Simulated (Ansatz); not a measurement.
# FH5O3Si (built from SMILES F.O[SiH](O)O): search for a transition state, part 2 of 2

Ansatz 0.2.0, Gaussian basis; PBE0-D4.

### Step 7. Relaxing after a step of 0.30 Å one way along the mode

Contents of downa/in.yaml:

```yaml
crystal:
  periodic: [false, false, false]
  atoms:
    - {symbol: Si, position_ang: [-0.006088, -0.069539, 0.144609]}
    - {symbol: H, position_ang: [0.371133, 1.461381, -0.771957]}
    - {symbol: O, position_ang: [1.148301, -0.391571, 1.232073]}
    - {symbol: O, position_ang: [-1.515960, -0.643741, -0.046279]}
    - {symbol: O, position_ang: [0.699407, -0.797416, -1.197523]}
    - {symbol: H, position_ang: [0.097987, 1.678632, -0.194518]}
    - {symbol: F, position_ang: [-0.571886, 1.212537, 1.173107]}
    - {symbol: H, position_ang: [1.755986, -1.083161, 0.958635]}
    - {symbol: H, position_ang: [-2.092358, -0.189659, 0.580072]}
    - {symbol: H, position_ang: [0.113377, -1.177363, -1.878118]}
basis:
  gaussian: {orbitals: def2-TZVP}
hamiltonian: {xc: pbe0, dispersion: d4}
relax: {f_tol: 0.005, max_steps: 200}
```

The run is started by

```console
ansatz run in.yaml --threads 4 --pin off --events-out ev --progress --plain --max-ram 9574MiB
```

Standard output:

```text
Functional definition: PBE0
  name "PBE0"
  cite "Adamo & Barone, J. Chem. Phys. 110, 6158 (1999) doi:10.1063/1.478522"
  cite "Perdew, Burke & Ernzerhof, Phys. Rev. Lett. 77, 3865 (1996) doi:10.1103/PhysRevLett.77.3865"
  parent pbe
  parameter a = 0.25
  parameter kappa = 0.804
  parameter beta = 0.06672455060314922
  exchange = (1 - a)*pbe_x(kappa = kappa, mu = beta*pi^2/3) + a*exact_x
  correlation = pbe_c(beta = beta)
1097 factors; their error is unknown
mean field evaluation 1: about -16800.8796 eV, gradient 8.8e1 eV
mean field evaluation 2: about -16786.5555 eV, gradient 1.3e2 eV
mean field evaluation 4: about -16812.2992 eV, gradient 3.5e0 eV
mean field evaluation 8: about -16812.3155 eV, gradient 2.9e-2 eV
mean field evaluation 16: about -16812.3696 eV, gradient 1.2e-4 eV
mean field -16812.36963486 eV, -617.8431882477 hartree, gradient 4.8e-5 eV, S^2 0.000000; 0 other end points of the search recorded, 0 dependent functions left out
[... from here on, the SCF cycles and remarks between the steps are left out, and one step in 2 is shown ...]
relax step   1: F+E_penalty+E_count = -16812.51861084 eV  Δ(F+E_penalty+E_count) = +0.000e0 eV  max|allowed force component| = 4.352e0 eV/Å  Δτ_max = 0.0000 Å  (28 SCF iters, accepted)
relax step   2: F+E_penalty+E_count = -16813.04326517 eV  Δ(F+E_penalty+E_count) = -5.247e-1 eV  max|allowed force component| = 9.876e-1 eV/Å  Δτ_max = 0.1770 Å  (30 SCF iters, accepted)
relax step   4: F+E_penalty+E_count = -16813.75061772 eV  Δ(F+E_penalty+E_count) = -3.507e-1 eV  max|allowed force component| = 1.387e0 eV/Å  Δτ_max = 0.1949 Å  (30 SCF iters, accepted)
relax step   6: F+E_penalty+E_count = -16814.33414485 eV  Δ(F+E_penalty+E_count) = -2.892e-1 eV  max|allowed force component| = 5.718e-1 eV/Å  Δτ_max = 0.1952 Å  (29 SCF iters, accepted)
relax step   8: F+E_penalty+E_count = -16814.56963785 eV  Δ(F+E_penalty+E_count) = -7.926e-2 eV  max|allowed force component| = 3.386e-1 eV/Å  Δτ_max = 0.1949 Å  (30 SCF iters, accepted)
relax step  10: F+E_penalty+E_count = -16814.61840064 eV  Δ(F+E_penalty+E_count) = -7.578e-3 eV  max|allowed force component| = 5.322e-1 eV/Å  Δτ_max = 0.2000 Å  (30 SCF iters, accepted)
relax step  12: F+E_penalty+E_count = -16814.63990482 eV  Δ(F+E_penalty+E_count) = -5.444e-3 eV  max|allowed force component| = 1.474e-1 eV/Å  Δτ_max = 0.1642 Å  (30 SCF iters, accepted)
relax step  14: F+E_penalty+E_count = -16814.64259755 eV  Δ(F+E_penalty+E_count) = -2.693e-3 eV  max|allowed force component| = 7.775e-2 eV/Å  Δτ_max = 0.0420 Å  (30 SCF iters, accepted)
relax step  16: F+E_penalty+E_count = -16814.65177818 eV  Δ(F+E_penalty+E_count) = -3.080e-3 eV  max|allowed force component| = 1.384e-1 eV/Å  Δτ_max = 0.0867 Å  (30 SCF iters, accepted)
relax step  18: F+E_penalty+E_count = -16814.64190247 eV  Δ(F+E_penalty+E_count) = +1.186e-2 eV  max|allowed force component| = 6.997e-1 eV/Å  Δτ_max = 0.0941 Å  (31 SCF iters, rejected (line search))
relax step  20: F+E_penalty+E_count = -16814.65415171 eV  Δ(F+E_penalty+E_count) = -1.502e-4 eV  max|allowed force component| = 4.512e-2 eV/Å  Δτ_max = 0.0397 Å  (30 SCF iters, accepted)
relax step  22: F+E_penalty+E_count = -16814.65495094 eV  Δ(F+E_penalty+E_count) = -4.400e-4 eV  max|allowed force component| = 4.850e-2 eV/Å  Δτ_max = 0.0109 Å  (32 SCF iters, accepted)
relax step  24: F+E_penalty+E_count = -16814.65533117 eV  Δ(F+E_penalty+E_count) = -3.279e-4 eV  max|allowed force component| = 5.693e-2 eV/Å  Δτ_max = 0.0524 Å  (31 SCF iters, accepted)
relax step  26: F+E_penalty+E_count = -16814.65585049 eV  Δ(F+E_penalty+E_count) = -2.601e-4 eV  max|allowed force component| = 5.247e-2 eV/Å  Δτ_max = 0.0651 Å  (30 SCF iters, accepted)
relax step  28: F+E_penalty+E_count = -16814.65633248 eV  Δ(F+E_penalty+E_count) = -2.731e-4 eV  max|allowed force component| = 6.435e-2 eV/Å  Δτ_max = 0.0578 Å  (30 SCF iters, accepted)
relax step  30: F+E_penalty+E_count = -16814.65686260 eV  Δ(F+E_penalty+E_count) = -2.879e-4 eV  max|allowed force component| = 7.135e-2 eV/Å  Δτ_max = 0.0575 Å  (30 SCF iters, accepted)
relax step  32: F+E_penalty+E_count = -16814.65741044 eV  Δ(F+E_penalty+E_count) = -2.878e-4 eV  max|allowed force component| = 8.329e-2 eV/Å  Δτ_max = 0.0580 Å  (30 SCF iters, accepted)
relax step  34: F+E_penalty+E_count = -16814.65804791 eV  Δ(F+E_penalty+E_count) = -3.318e-4 eV  max|allowed force component| = 8.721e-2 eV/Å  Δτ_max = 0.0620 Å  (30 SCF iters, accepted)
relax step  36: F+E_penalty+E_count = -16814.65867289 eV  Δ(F+E_penalty+E_count) = -3.208e-4 eV  max|allowed force component| = 8.749e-2 eV/Å  Δτ_max = 0.0559 Å  (31 SCF iters, accepted)
relax step  38: F+E_penalty+E_count = -16814.65940254 eV  Δ(F+E_penalty+E_count) = -3.735e-4 eV  max|allowed force component| = 8.493e-2 eV/Å  Δτ_max = 0.0623 Å  (30 SCF iters, accepted)
relax step  40: F+E_penalty+E_count = -16814.66031559 eV  Δ(F+E_penalty+E_count) = -4.825e-4 eV  max|allowed force component| = 8.477e-2 eV/Å  Δτ_max = 0.0585 Å  (30 SCF iters, accepted)
relax step  42: F+E_penalty+E_count = -16814.66100932 eV  Δ(F+E_penalty+E_count) = -3.376e-4 eV  max|allowed force component| = 9.578e-2 eV/Å  Δτ_max = 0.1073 Å  (30 SCF iters, accepted)
relax step  44: F+E_penalty+E_count = -16814.66144298 eV  Δ(F+E_penalty+E_count) = -4.175e-4 eV  max|allowed force component| = 5.786e-2 eV/Å  Δτ_max = 0.0199 Å  (31 SCF iters, accepted)
relax step  46: F+E_penalty+E_count = -16814.66188414 eV  Δ(F+E_penalty+E_count) = -2.810e-4 eV  max|allowed force component| = 7.526e-3 eV/Å  Δτ_max = 0.0678 Å  (30 SCF iters, accepted)
relax step  48: F+E_penalty+E_count = -16814.66204597 eV  Δ(F+E_penalty+E_count) = -1.618e-4 eV  max|allowed force component| = 3.929e-2 eV/Å  Δτ_max = 0.0726 Å  (30 SCF iters, accepted)
relax step  50: F+E_penalty+E_count = -16814.66219896 eV  Δ(F+E_penalty+E_count) = -1.068e-4 eV  max|allowed force component| = 2.447e-2 eV/Å  Δτ_max = 0.0140 Å  (31 SCF iters, accepted)
relax step  52: F+E_penalty+E_count = -16814.66227860 eV  Δ(F+E_penalty+E_count) = -3.247e-5 eV  max|allowed force component| = 2.941e-2 eV/Å  Δτ_max = 0.0422 Å  (31 SCF iters, accepted)
relax step  54: F+E_penalty+E_count = -16814.66229551 eV  Δ(F+E_penalty+E_count) = -2.600e-6 eV  max|allowed force component| = 1.339e-2 eV/Å  Δτ_max = 0.0021 Å  (22 SCF iters, accepted)
relax step  56: F+E_penalty+E_count = -16814.66232642 eV  Δ(F+E_penalty+E_count) = -1.164e-5 eV  max|allowed force component| = 2.101e-2 eV/Å  Δτ_max = 0.0304 Å  (30 SCF iters, accepted)
relax step  58: F+E_penalty+E_count = -16814.66234207 eV  Δ(F+E_penalty+E_count) = -7.810e-6 eV  max|allowed force component| = 5.275e-3 eV/Å  Δτ_max = 0.0113 Å  (32 SCF iters, accepted)
relax step  60: F+E_penalty+E_count = -16814.66235575 eV  Δ(F+E_penalty+E_count) = -8.979e-6 eV  max|allowed force component| = 1.004e-2 eV/Å  Δτ_max = 0.0039 Å  (22 SCF iters, accepted)
relax step  62: F+E_penalty+E_count = -16814.66213542 eV  Δ(F+E_penalty+E_count) = +2.271e-4 eV  max|allowed force component| = 1.069e-1 eV/Å  Δτ_max = 0.0544 Å  (30 SCF iters, rejected (line search))
relax step  64: F+E_penalty+E_count = -16814.66236232 eV  Δ(F+E_penalty+E_count) = +1.599e-7 eV  max|allowed force component| = 4.623e-3 eV/Å  Δτ_max = 0.0051 Å  (32 SCF iters, accepted)
relax step  66: F+E_penalty+E_count = -16814.66239369 eV  Δ(F+E_penalty+E_count) = -3.136e-5 eV  max|allowed force component| = 8.125e-3 eV/Å  Δτ_max = 0.0252 Å  (31 SCF iters, accepted)
relax step  68: F+E_penalty+E_count = -16814.66242522 eV  Δ(F+E_penalty+E_count) = -3.154e-5 eV  max|allowed force component| = 1.928e-2 eV/Å  Δτ_max = 0.0235 Å  (31 SCF iters, accepted)
relax step  70: F+E_penalty+E_count = -16814.66248847 eV  Δ(F+E_penalty+E_count) = -3.620e-5 eV  max|allowed force component| = 2.822e-2 eV/Å  Δτ_max = 0.0052 Å  (33 SCF iters, accepted)
relax step  72: F+E_penalty+E_count = -16814.66114298 eV  Δ(F+E_penalty+E_count) = +1.443e-3 eV  max|allowed force component| = 2.728e-1 eV/Å  Δτ_max = 0.0785 Å  (30 SCF iters, rejected (line search))
relax step  74: F+E_penalty+E_count = -16814.66267591 eV  Δ(F+E_penalty+E_count) = -8.968e-5 eV  max|allowed force component| = 9.708e-3 eV/Å  Δτ_max = 0.0173 Å  (31 SCF iters, accepted)
relax step  76: F+E_penalty+E_count = -16814.66289041 eV  Δ(F+E_penalty+E_count) = -1.453e-4 eV  max|allowed force component| = 3.635e-2 eV/Å  Δτ_max = 0.0057 Å  (33 SCF iters, accepted)
relax step  78: F+E_penalty+E_count = -16814.64665503 eV  Δ(F+E_penalty+E_count) = +1.642e-2 eV  max|allowed force component| = 9.046e-1 eV/Å  Δτ_max = 0.1393 Å  (30 SCF iters, rejected (line search))
relax step  80: F+E_penalty+E_count = -16814.66325215 eV  Δ(F+E_penalty+E_count) = -1.821e-4 eV  max|allowed force component| = 6.326e-2 eV/Å  Δτ_max = 0.0338 Å  (31 SCF iters, accepted)
relax step  82: F+E_penalty+E_count = -16814.66359844 eV  Δ(F+E_penalty+E_count) = -3.463e-4 eV  max|allowed force component| = 1.908e-2 eV/Å  Δτ_max = 0.0272 Å  (30 SCF iters, accepted)
relax step  84: F+E_penalty+E_count = -16814.66442612 eV  Δ(F+E_penalty+E_count) = -4.390e-4 eV  max|allowed force component| = 1.311e-1 eV/Å  Δτ_max = 0.0521 Å  (30 SCF iters, accepted)
relax step  86: F+E_penalty+E_count = -16814.66596246 eV  Δ(F+E_penalty+E_count) = -9.767e-4 eV  max|allowed force component| = 1.159e-1 eV/Å  Δτ_max = 0.0389 Å  (31 SCF iters, accepted)
relax step  88: F+E_penalty+E_count = -16814.66739957 eV  Δ(F+E_penalty+E_count) = -1.325e-4 eV  max|allowed force component| = 3.034e-1 eV/Å  Δτ_max = 0.0719 Å  (30 SCF iters, accepted)
relax step  90: F+E_penalty+E_count = -16814.67064759 eV  Δ(F+E_penalty+E_count) = -6.626e-4 eV  max|allowed force component| = 9.544e-2 eV/Å  Δτ_max = 0.1363 Å  (29 SCF iters, accepted)
relax step  92: F+E_penalty+E_count = -16814.64964325 eV  Δ(F+E_penalty+E_count) = +2.368e-2 eV  max|allowed force component| = 7.468e-1 eV/Å  Δτ_max = 0.1970 Å  (29 SCF iters, rejected (line search))
relax step  94: F+E_penalty+E_count = -16814.67501577 eV  Δ(F+E_penalty+E_count) = -1.305e-3 eV  max|allowed force component| = 6.721e-2 eV/Å  Δτ_max = 0.0556 Å  (30 SCF iters, accepted)
relax step  96: F+E_penalty+E_count = -16814.67687959 eV  Δ(F+E_penalty+E_count) = -1.360e-3 eV  max|allowed force component| = 7.652e-2 eV/Å  Δτ_max = 0.0235 Å  (31 SCF iters, accepted)
relax step  98: F+E_penalty+E_count = -16814.67745127 eV  Δ(F+E_penalty+E_count) = -5.717e-4 eV  max|allowed force component| = 2.097e-2 eV/Å  Δτ_max = 0.0117 Å  (30 SCF iters, accepted)
relax step 100: F+E_penalty+E_count = -16814.67834131 eV  Δ(F+E_penalty+E_count) = +7.756e-5 eV  max|allowed force component| = 1.193e-1 eV/Å  Δτ_max = 0.1453 Å  (29 SCF iters, rejected (line search))
relax step 102: F+E_penalty+E_count = -16814.67943933 eV  Δ(F+E_penalty+E_count) = -3.196e-4 eV  max|allowed force component| = 4.506e-2 eV/Å  Δτ_max = 0.0729 Å  (30 SCF iters, accepted)
relax step 104: F+E_penalty+E_count = -16814.67962635 eV  Δ(F+E_penalty+E_count) = -8.057e-5 eV  max|allowed force component| = 1.231e-2 eV/Å  Δτ_max = 0.0194 Å  (31 SCF iters, accepted)
relax step 106: F+E_penalty+E_count = -16814.67965936 eV  Δ(F+E_penalty+E_count) = -1.232e-5 eV  max|allowed force component| = 2.544e-3 eV/Å  Δτ_max = 0.0046 Å  (22 SCF iters, accepted)
[... 1 line left out ...]
mean field -16814.53181685 eV, -617.9226469702 hartree, gradient 1.9e-5 eV, S^2 0.000000; 1 other end points of the search recorded, 0 dependent functions left out
[... 2 lines left out ...]
Total energy: -16814.67968837 eV, -617.9280811485 hartree
Atom 0 at     0.251061    -0.332433     0.771296 Å, force    -0.000957    -0.000684     0.000132 eV/Å
Atom 1 at    -0.701495     1.594250    -1.969426 Å, force     0.000931     0.000399    -0.000621 eV/Å
Atom 2 at     0.460921    -1.810310     1.399697 Å, force    -0.001401    -0.000098    -0.000779 eV/Å
Atom 3 at    -1.240328    -0.029802     0.187998 Å, force    -0.000300     0.001033     0.000920 eV/Å
Atom 4 at     1.291203    -0.104462    -0.448229 Å, force     0.002544     0.000215    -0.002148 eV/Å
Atom 5 at    -0.240146     1.966143    -2.426487 Å, force    -0.000812    -0.000340     0.000573 eV/Å
Atom 6 at     0.515117     0.648785     1.986849 Å, force     0.001199     0.002128     0.001223 eV/Å
Atom 7 at     0.568357    -2.538749     0.787361 Å, force     0.000680    -0.002002     0.000781 eV/Å
Atom 8 at    -1.961748     0.049977     0.813415 Å, force    -0.000415    -0.000943    -0.001125 eV/Å
Atom 9 at     1.056955     0.556702    -1.102374 Å, force    -0.001470     0.000292     0.001045 eV/Å
Dipole moment:    -0.326676    -0.082243    -0.322051 e Å
```

It took 3.7 min on 4 threads of Arm Neoverse V2, shared host.

Relaxation path: (not every step is listed) (the energy doesn't fall at every step)

```
step  energy from step 1 (eV)  largest force component (eV/Å)
   1                   0.0000                          4.3516
   2                  -0.5247                          0.9876
   3                  -0.8813                          1.1622
   4                  -1.2320                          1.3869
   5                  -1.5263                          0.6692
   6                  -1.8155                          0.5718
   7                  -1.9718                          0.3203
   8                  -2.0510                          0.3386
   9                  -2.0922                          0.1003
  18                  -2.1233                          0.6997
  27                  -2.1374                          0.0591
  36                  -2.1401                          0.0875
  45                  -2.1430                          0.0468
  54                  -2.1437                          0.0134
  63                  -2.1407                          0.2732
  72                  -2.1425                          0.2728
  81                  -2.1445                          0.1884
  90                  -2.1520                          0.0954
  99                  -2.1598                          0.0330
 101                  -2.1605                          0.0222
 102                  -2.1608                          0.0451
 103                  -2.1609                          0.0285
 104                  -2.1610                          0.0123
 105                  -2.1610                          0.0070
 106                  -2.1610                          0.0025
```

Close pairs (by a distance rule), those that changed most:

| bond | before (Å) | after (Å) | change (Å) |
| --- | --- | --- | --- |
| Si1–F7 | 1.738 | 1.584 | -0.154 |
| H2–H6 | 0.675 | 0.748 | +0.074 |
| Si1–O5 | 1.682 | 1.619 | -0.063 |
| O5–H10 | 0.975 | 0.959 | -0.016 |
| O4–H9 | 0.965 | 0.958 | -0.007 |
| Si1–O4 | 1.627 | 1.630 | +0.003 |
| O3–H8 | 0.960 | 0.958 | -0.003 |
| Si1–O3 | 1.618 | 1.620 | +0.001 |

### Step 8. Relaxing after a step of 0.30 Å the other way along the mode

Contents of downb/in.yaml:

```yaml
crystal:
  periodic: [false, false, false]
  atoms:
    - {symbol: Si, position_ang: [0.133279, -0.101177, -0.101602]}
    - {symbol: H, position_ang: [0.365820, 1.264322, -0.737546]}
    - {symbol: O, position_ang: [1.103440, -0.396555, 1.186952]}
    - {symbol: O, position_ang: [-1.432378, -0.593098, -0.023347]}
    - {symbol: O, position_ang: [0.760328, -0.995679, -1.302427]}
    - {symbol: H, position_ang: [-0.192009, 1.695329, 0.330480]}
    - {symbol: F, position_ang: [-0.540739, 1.613981, 1.054923]}
    - {symbol: H, position_ang: [1.749428, -1.076963, 0.972188]}
    - {symbol: H, position_ang: [-2.055229, -0.176594, 0.569816]}
    - {symbol: H, position_ang: [0.107961, -1.233465, -1.949337]}
basis:
  gaussian: {orbitals: def2-TZVP}
hamiltonian: {xc: pbe0, dispersion: d4}
relax: {f_tol: 0.005, max_steps: 200}
```

The run is started by

```console
ansatz run in.yaml --threads 4 --pin off --events-out ev --progress --plain --max-ram 9574MiB
```

Standard output (excerpt; [...] marks lines left out):

```text
[... 5 set-up lines as earlier in the session ...]
[...]
1097 factors; their error is unknown
[...]
mean field -16811.59537610 eV, -617.8147347631 hartree, gradient 3.9e-5 eV, S^2 0.000000; 0 other end points of the search recorded, 0 dependent functions left out
[...]
reference -16811.59540182 eV, -617.8147357081 hartree; 26, 26 occupied and 165, 165 virtual orbitals, 1097 factors
relax step   1: F+E_penalty+E_count = -16811.74118637 eV  Δ(F+E_penalty+E_count) = +0.000e0 eV  max|allowed force component| = 1.184e1 eV/Å  Δτ_max = 0.0000 Å  (27 SCF iters, accepted)
[...]
Atom 0 at     0.361926    -0.279129    -0.286175 Å, force     0.000680     0.000216    -0.004347 eV/Å
Atom 1 at     0.534709     1.177388    -0.549464 Å, force     0.000119     0.000083    -0.000114 eV/Å
Atom 2 at     1.446270    -0.561240     0.891757 Å, force    -0.002671    -0.001765    -0.000594 eV/Å
Atom 3 at    -1.194836    -0.591243     0.087380 Å, force     0.001674    -0.001099     0.001752 eV/Å
Atom 4 at     0.720383    -1.196565    -1.583962 Å, force     0.001209    -0.000420     0.002122 eV/Å
Atom 5 at    -0.550403     2.188652     0.619074 Å, force    -0.003068    -0.000534     0.000160 eV/Å
Atom 6 at    -1.301692     2.148197     1.161729 Å, force     0.002348     0.000573    -0.000054 eV/Å
Atom 7 at     1.629760    -1.470431     1.134711 Å, force     0.001474    -0.000017     0.000991 eV/Å
Atom 8 at    -1.630819     0.042460     0.665179 Å, force    -0.000684     0.000826    -0.000873 eV/Å
Atom 9 at    -0.015398    -1.457988    -2.140130 Å, force    -0.001081     0.002137     0.000959 eV/Å
Dipole moment:    -0.015920    -0.140455    -0.153660 e Å
```

Wall time 37 s (4 threads of Arm Neoverse V2, shared host).

Step by step:

| step | energy from step 1 (eV) | largest force component (eV/Å) |
| --- | --- | --- |
| 1 | 0.0000 | 11.8356 |
| 2 | -1.1230 | 0.9961 |
| 3 | -1.2926 | 1.2981 |
| 4 | -1.4614 | 1.1787 |
| 5 | -1.5681 | 0.4187 |
| 6 | -1.6066 | 0.3562 |
| 7 | -1.6112 | 0.2455 |
| 8 | -1.6338 | 0.3227 |
| 9 | -1.6440 | 0.3023 |
| 10 | -1.6537 | 0.1820 |
| 11 | -1.6546 | 0.3100 |
| 12 | -1.6547 | 0.0969 |
| 13 | -1.6541 | 0.1989 |
| 14 | -1.6562 | 0.0696 |
| 15 | -1.6565 | 0.0149 |
| 16 | -1.6565 | 0.0169 |
| 17 | -1.6566 | 0.0043 |

Close pairs (by a distance rule), those that changed most:

| bond | before (Å) | after (Å) | change (Å) |
| --- | --- | --- | --- |
| H6–F7 | 0.808 | 0.928 | +0.120 |
| Si1–H2 | 1.524 | 1.490 | -0.034 |
| Si1–O3 | 1.640 | 1.626 | -0.014 |
| Si1–O4 | 1.643 | 1.631 | -0.012 |
| O5–H10 | 0.949 | 0.959 | +0.010 |
| O4–H9 | 0.956 | 0.962 | +0.006 |
| Si1–O5 | 1.623 | 1.629 | +0.006 |
| O3–H8 | 0.962 | 0.959 | -0.004 |

### Step 9. What the saddle joins

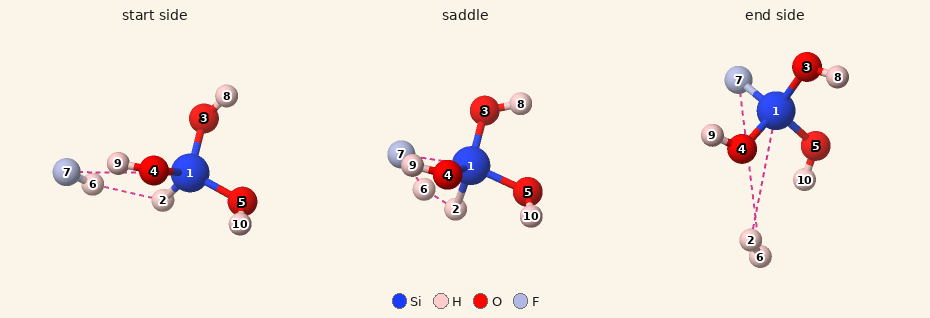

The minimum on the start side, the saddle and the minimum on the end side; broken lines mark the pairs that change.

```
  pair  start side (Å)  saddle (Å)  end side (Å)
Si1–F7           3.280       1.955         1.584
 H2–H6           1.888       0.977         0.748
Si1–H2           1.490       1.671         3.483
 H6–F7           0.928       1.195         4.667
```

### Step 10. Results

The summary covers parts 1 to 2.

```
                       quantity                                                     value
                 imaginary mode                                                 944i cm⁻¹
    barrier from the start side                                              112.8 kJ/mol
      barrier from the end side                                              236.5 kJ/mol
             energy of the step                                             -123.7 kJ/mol
              pairs that change  Si1–F7 formed, H2–H6 formed, Si1–H2 broken, H6–F7 broken
zero-point energy at the saddle                                                  1.701 eV
```

**Reading.** One imaginary mode, 944i cm⁻¹, makes this a first-order saddle. Going downhill both ways gives the intended start and end. At PBE0-D4/def2-TZVP the electronic barrier is 112.8 kJ/mol, about 46 kT at 298 K, and the step runs 123.7 kJ/mol downhill. A step off the saddle overshot and began above it in energy, so the link to its end is likely but not proven.
